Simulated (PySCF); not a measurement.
# N2O: magnetic properties

Wanted: magnetic properties for N2O (`N#[N+][O-]`).

Programs: PySCF 2.14.0, with routines of our own; each step states its level. All values are computed. Atoms count from 0.

## Step 1: The starting structure

3 atoms, charge 0, multiplicity 1; geometry from: GFN2-xTB.

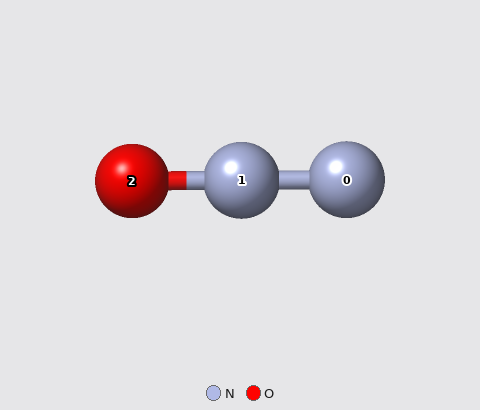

The starting geometry (nitrogen light blue, oxygen red).

## Step 2: Geometry optimisation at PBE0-D3(BJ)/def2-SVP

The job: settings as JSON, then the geometry in Å.

```
{"job": {"xc": "PBE0", "basis": "def2-SVP", "d3": "d3bj", "grid": 1, "kind": "geom"}, "charge": 0, "multiplicity": 1}
N     -1.116797     0.102658    -0.005793
N     -0.011094     0.102616    -0.004196
O      1.139373     0.102594    -0.002565
```

On the command line:

```sh
$ OMP_NUM_THREADS=1 python excited_run.py task.json out
```

The driver reads the jobs from task.json and runs them one after another.

Standard output:

```text
step   0  E = -184.32526427  max force = 0.059897
step   1  E = -184.32735049  max force = 0.003376
step   2  E = -184.32735908  max force = 0.000882
step   3  E = -184.32735942  max force = 0.000139
optimisation converged
```

It took 1.5 s on 1 thread of Arm Neoverse V1, shared host.

Relaxation path:

| step | energy from step 0 (eV) | largest force component (eV/Å) |
| --- | --- | --- |
| 0 | 0.0000 | 3.0800 |
| 1 | -0.0568 | 0.1736 |
| 2 | -0.0570 | 0.0454 |
| 3 | -0.0570 | 0.0071 |

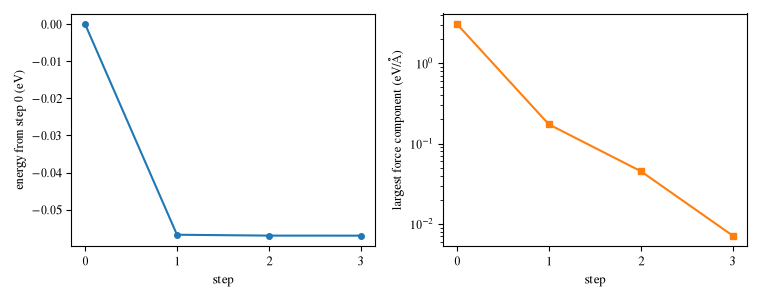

Energy and largest force along the relaxation.

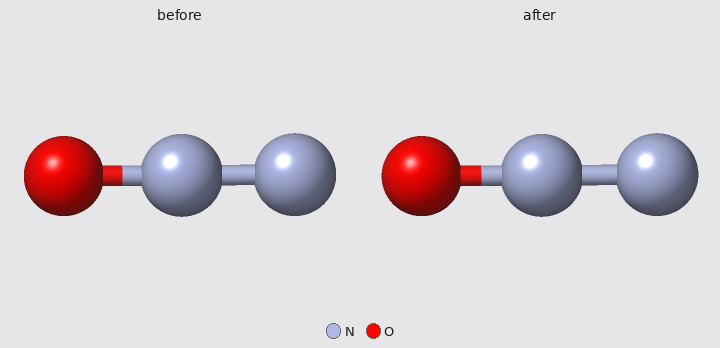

The geometry before (left) and after (right).

Distances of close pairs at the start and the end, largest changes first:

| bond | before (Å) | after (Å) | change (Å) |
| --- | --- | --- | --- |
| N1–O2 | 1.150 | 1.173 | +0.023 |
| N0–N1 | 1.106 | 1.126 | +0.020 |

The next job starts from the end point, and lists it.

| at the end point | value |
| --- | --- |
| point group (found at 0.08 Å tolerance) | Cinfv |
| rotational constants (GHz, main isotopes) | 12.776, 12.776 |
| dipole moment (D) | 0.02 |

## Step 3: Magnetic properties: GIAO B3LYP/aug-pcSseg-1

The job: settings as JSON, then the geometry in Å.

```
{"job": {"kind": "mag", "xc": "B3LYP", "basis": "aug-pcSseg-1", "isotopologues": 4}, "charge": 0, "multiplicity": 1}
N     -0.943169     0.308139     0.030338
N      0.182762     0.308121     0.031957
O      1.355757     0.308101     0.033640
```

Method: GIAO B3LYP/aug-pcSseg-1 magnetisability, rotational g tensor and spin-rotation constants, non-relativistic, gas phase.

Standard output:

```text
coarse grid: 3216 points
cycle   1  E = -184.5253616746  dE =  7.310e-01  |g| = 7.636e-01  |ddm| = 2.084e+00
cycle   2  E = -184.1066255701  dE =  4.187e-01  |g| = 1.746e+00  |ddm| = 1.527e+00
cycle   3  E = -184.5819454076  dE = -4.753e-01  |g| = 4.814e-01  |ddm| = 1.078e+00
cycle   4  E = -184.6274387910  dE = -4.549e-02  |g| = 1.030e-01  |ddm| = 4.371e-01
cycle   5  E = -184.6293640901  dE = -1.925e-03  |g| = 1.039e-02  |ddm| = 5.096e-02
cycle   6  E = -184.6293844044  dE = -2.031e-05  |g| = 1.597e-03  |ddm| = 5.848e-03
cycle   7  E = -184.6293849801  dE = -5.757e-07  |g| = 4.103e-04  |ddm| = 2.360e-03
final grid: 33192 points
cycle   8  E = -184.6584496488  dE = -7.606e-07  |g| = 4.274e-03  |ddm| = 1.669e-02
cycle   9  E = -184.6584285771  dE =  2.107e-05  |g| = 1.134e-02  |ddm| = 9.298e-03
cycle  10  E = -184.6584519650  dE = -2.339e-05  |g| = 2.016e-03  |ddm| = 7.765e-03
cycle  11  E = -184.6584527530  dE = -7.881e-07  |g| = 1.809e-04  |ddm| = 1.419e-03
cycle  12  E = -184.6584527596  dE = -6.519e-09  |g| = 2.480e-05  |ddm| = 1.331e-04
cycle  13  E = -184.6584527597  dE = -1.284e-10  |g| = 6.212e-06  |ddm| = 3.037e-05
converged SCF energy = -184.6584527597

Magnetisability tensor (1e-30 J/T^2)
     -454.41        0.00       -0.25
        0.00     -280.28        0.00
       -0.25        0.00     -280.28
isotropic -338.32   principal values    -454.41   -280.28   -280.28
isotropic susceptibility -20.374 1e-6 cm^3/mol

Inertial axes            a          b          c
rot. const./GHz           -    12.7763    12.7763
chi total           -27.365    -16.879    -16.879
chi diamagnetic     -27.365   -114.606   -114.606
chi paramagnetic      0.000     97.728     97.728
quadrupole/D A       -3.770      1.885      1.885
g nuclear                 -     0.5037     0.5037
g electronic              -    -0.5866    -0.5866
g total                   -    -0.0829    -0.0829

Spin-rotation constants (kHz, H = +C I.J)
atom  isotope        aa         bb         cc
  0    14N            -      1.999      1.999
  1    14N            -      2.785      2.785
  2    17O*           -     -3.251     -3.251
* in the singly substituted isotopologue

Isotopologues: g along a, b, c
15N   at 0                       -    -0.0801    -0.0801
15N   at 1                       -    -0.0829    -0.0829
18O   at 2                       -    -0.0783    -0.0783
```

It took 2 s on 1 thread of Arm Neoverse V1, shared host.

In short:

| quantity | value |
| --- | --- |
| magnetisability | -338·10⁻³⁰ J/T² |
| molar susceptibility | -20.4·10⁻⁶ cm³/mol |
| rotational g (a, b, c) | –, -0.0829, -0.0829 |

Orbitals, density, ELF and potential are computed afterwards from the orbital file.

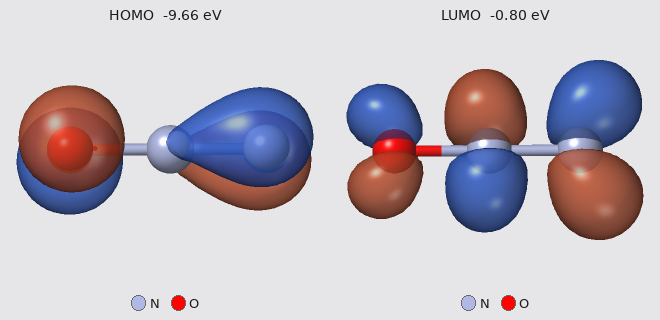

Frontier orbitals at B3LYP/aug-pcSseg-1; each surface holds 70 % of the orbital's density, blue and red mark the sign.

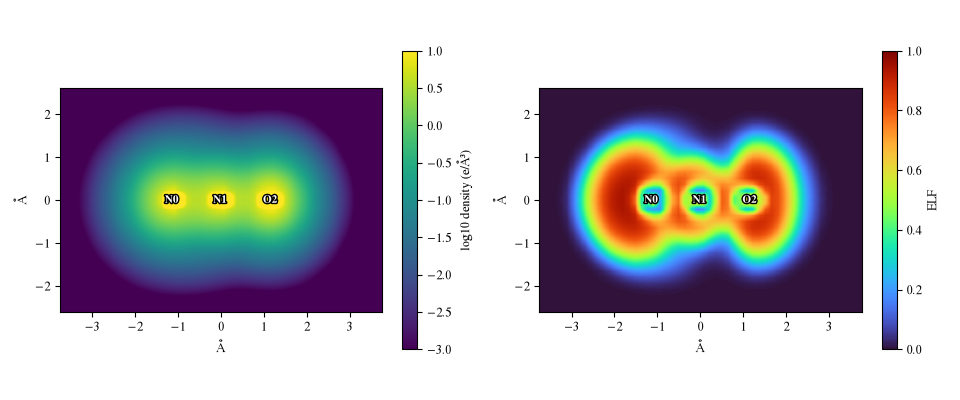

Density (left) and ELF (right) in a plane through or near 3 of the atoms.

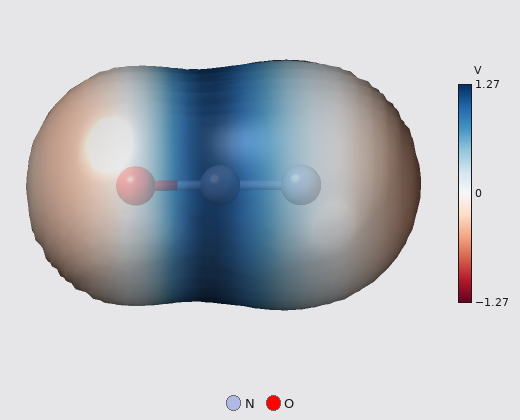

Electrostatic potential on the surface of density 0.002 e/bohr³; red is low, blue high. It runs, from the 1st to the 99th percentile, from -0.51 V near N0 to 1.27 V near N1.

## Step 4: Results

| quantity | value |
| --- | --- |
| point group | Cinfv |
| rotational constants (main isotopes) | 12.78, 12.78 GHz |
| magnetisability (step 3, GIAO B3LYP/aug-pcSseg-1) | -338·10⁻³⁰ J/T² |
| molar susceptibility (step 3, GIAO B3LYP/aug-pcSseg-1) | -20.4·10⁻⁶ cm³/mol |
| rotational g (a, b, c) (step 3, GIAO B3LYP/aug-pcSseg-1) | –, -0.0829, -0.0829 |
| surface potential, 1st and 99th percentile | -0.51 V and 1.27 V |

What this shows: Over 3 steps the energy fell by 0.057 eV; of the close pairs, N1–O2 changed most, 1.150 to 1.173 Å. Vibrational averaging and real surroundings are missing from these values.
